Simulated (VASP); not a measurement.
Band structure of CsCl (relaxed from the CsCl type structure, space group Pm-3m). These are PBEsol GGA, VASP's PBE PAW potentials (set 64) (plane waves; VASP) values and carry that method's errors.

Unless said otherwise, spin-orbit coupling is left out, though it shifts the bands of the heavy elements here.

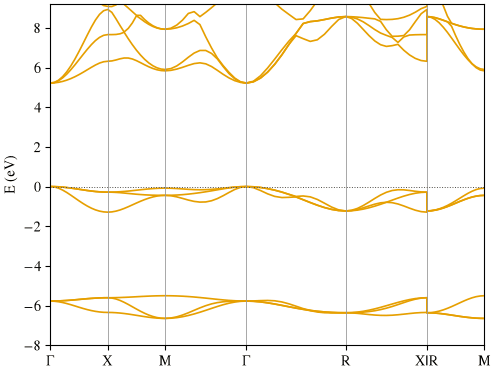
Fig. 1. Bands along high-symmetry lines, zero at the valence-band maximum or, without a gap, the Fermi level

Task: Read the plot: is there a gap, and where are the band edges?

Result: The gap is direct, 5.21 eV, from the valence maximum at Γ to the conduction minimum at Γ. (Edges off the drawn lines would not show.)

The structure was generated: CsCl was put into the CsCl type type (Pm-3m), which need not be its known phase. It was relaxed first, which changed the volume by -26 %.
